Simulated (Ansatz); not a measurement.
# WO3 (SMILES [O]=[W](=[O])=[O]): revPBE/def2-SVPD (core potential)

What is the vertical singlet–triplet gap of WO3 at revPBE/def2-SVPD (core potential)? 

Program for the calculation: Ansatz 0.2.0.

## 1. The molecule

WO3: 4 atoms, total charge 0, spin state singlet. SMILES: `[O]=[W](=[O])=[O]`. Geometry: relaxed at PBE0-D4/def2-TZVP.

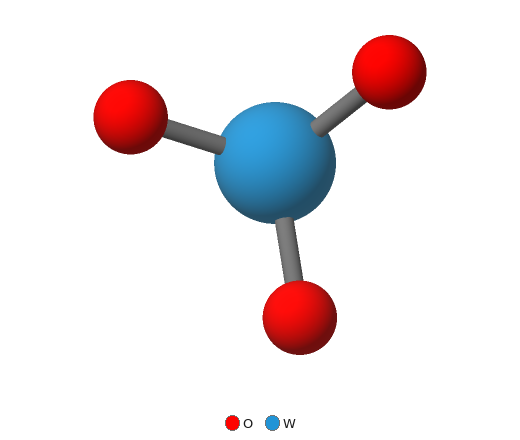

The structure, seen from a chosen angle (oxygen red, tungsten blue).

## 2. A single-point energy at revPBE/def2-SVPD (core potential)

input.yaml reads:

```yaml
crystal:
  periodic: [false, false, false]
  atoms:
    - {symbol: O, position_ang: [-0.237500, 0.265200, 1.555000]}
    - {symbol: W, position_ang: [-0.366400, -0.283700, -0.065200]}
    - {symbol: O, position_ang: [1.071700, -1.143300, -0.433900]}
    - {symbol: O, position_ang: [-0.412200, 1.101500, -1.076300]}
basis:
  gaussian:
    orbitals: def2-SVPD
hamiltonian:
  xc: {name: revPBE}
accuracy: high
output: {orbitals: {seedname: orbitals}}
```

The run is started by

```
$ ansatz run input.yaml --threads 1 --pin off --max-ram 3480MiB --events-out events.jsonl --progress --plain --runs-dir runs
```

Standard output:

```text
Warning: RAYON_NUM_THREADS=1 ignored (pool sized by the plan → 1); use --threads N
Functional definition: revPBE
  name "revPBE"
  parameter kappa = 1.245
  parameter beta = 0.06672455060314922
  exchange = pbe_x(kappa = kappa, mu = beta*pi^2/3)
  correlation = pbe_c(beta = beta)
2057 factors; integrals over basis functions are off by at most 2.8e-9 eV
mean field evaluation 1: about -7936.0816 eV, gradient 1.2e2 eV
mean field evaluation 2: about -7533.6416 eV, gradient 3.9e2 eV
mean field evaluation 4: about -7964.2221 eV, gradient 1.9e1 eV
mean field evaluation 8: about -7965.0371 eV, gradient 1.1e0 eV
mean field evaluation 16: about -7965.0405 eV, gradient 4.8e-5 eV
mean field -7965.04049325 eV, -292.7098392285 hartree, gradient 3.1e-8 eV, S^2 0.000000; 0 other end points of the search recorded, 0 dependent functions left out
reference -7965.04049764 eV, -292.7098393898 hartree; 19, 19 occupied and 85, 85 virtual orbitals, 2057 factors
Total energy: -7965.04049764 eV, -292.7098393898 hartree
```

Wall time 8.4 s (1 thread of Arm Neoverse V1, shared host); peak memory 0.28 GiB.

## 3. The triplet

input.yaml reads:

```yaml
crystal:
  periodic: [false, false, false]
  atoms:
    - symbol: O
      position_ang: [-0.237500, 0.265200, 1.555000]
    - symbol: W
      position_ang: [-0.366400, -0.283700, -0.065200]
    - symbol: O
      position_ang: [1.071700, -1.143300, -0.433900]
    - symbol: O
      position_ang: [-0.412200, 1.101500, -1.076300]
basis:
  gaussian: {orbitals: def2-SVPD}
magnetization: {spin_polarized: true, initial_magnetization: 2}
hamiltonian: {xc: {name: revPBE}}
output: {orbitals: {seedname: orbitals}}
accuracy: high
```

The run is started by

```
$ ansatz run input.yaml --threads 1 --pin off --max-ram 3480MiB --events-out events.jsonl --progress --plain --runs-dir runs
```

Standard output:

```text
Warning: RAYON_NUM_THREADS=1 ignored (pool sized by the plan → 1); use --threads N
Functional definition: revPBE
  name "revPBE"
  parameter kappa = 1.245
  parameter beta = 0.06672455060314922
  exchange = pbe_x(kappa = kappa, mu = beta*pi^2/3)
  correlation = pbe_c(beta = beta)
2057 factors; integrals over basis functions are off by at most 2.8e-9 eV
mean field evaluation 1: about -7946.7669 eV, gradient 6.6e1 eV
mean field evaluation 2: about -7730.4428 eV, gradient 2.2e2 eV
mean field evaluation 4: about -7944.6743 eV, gradient 6.7e1 eV
mean field evaluation 8: about -7962.9314 eV, gradient 3.1e0 eV
mean field evaluation 16: about -7962.9739 eV, gradient 1.1e-2 eV
mean field evaluation 32: about -7962.6842 eV, gradient 4.8e0 eV
mean field evaluation 64: about -7962.8258 eV, gradient 1.9e-4 eV
mean field -7962.97394192 eV, -292.6338948680 hartree, gradient 4.7e-8 eV, S^2 2.008313; 6 other end points of the search recorded, 0 dependent functions left out
reference -7962.97394630 eV, -292.6338950288 hartree; 20, 18 occupied and 84, 86 virtual orbitals, 2057 factors
Total energy: -7962.97394630 eV, -292.6338950288 hartree
```

It took 55 s on 1 thread of Arm Neoverse V1, shared host; peak memory 0.4 GiB.

## 4. Outcome

At revPBE/def2-SVPD (core potential):

| quantity | value |
| --- | --- |
| singlet: total energy | -292.70984 Eh |
| singlet: HOMO energy | -7.40 eV |
| singlet: LUMO energy | -5.43 eV |
| singlet: HOMO–LUMO gap | 1.97 eV |
| triplet: total energy | -292.63390 Eh |
| triplet: HOMO energy (highest over α and β) | -5.70 eV |
| triplet: ⟨S²⟩ | 2.008 |
| vertical energy of the triplet above the singlet | 2.067 eV |

**Reading.** At this shape the triplet lies 2.07 eV (199 kJ/mol) above the singlet.
